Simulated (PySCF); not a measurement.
Ga(Et)(OMe)(NH2), SMILES C[CH2][Ga]([NH2])[O]C (C3H10GaNO) at its GFN2-xTB optimised geometry (Å):

```
16

Ga    -0.5421    -0.4411     0.0000
C      1.5024    -0.4411     0.0000
C      2.0819    -1.8481     0.0772
H      1.8234     0.1629     0.8525
H      1.8379     0.0724    -0.9043
H      1.7798    -2.4420    -0.7855
H      1.7386    -2.3602     0.9760
H      3.1718    -1.8113     0.0994
O     -1.1513     1.1888     0.0000
C     -2.1885     2.1405     0.0162
H     -3.1718     1.6713     0.1090
H     -2.0427     2.8169     0.8635
H     -2.1629     2.7230    -0.9097
N     -1.7005    -1.8803     0.1599
H     -1.4121    -2.8169    -0.0916
H     -2.6732    -1.7606    -0.1019
```

Method: PBE0/def2-TZVP run with PySCF. Cells within 0.4 Å of a nucleus heavier than hydrogen are left out (blank, or x).

Map of the electron localisation function on the plane z = 0.0 Å:

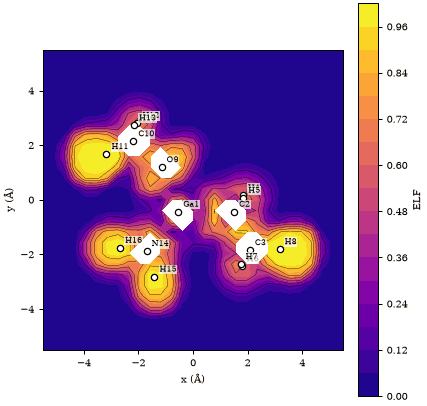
Electron localisation function on the plane z = 0.0 Å.
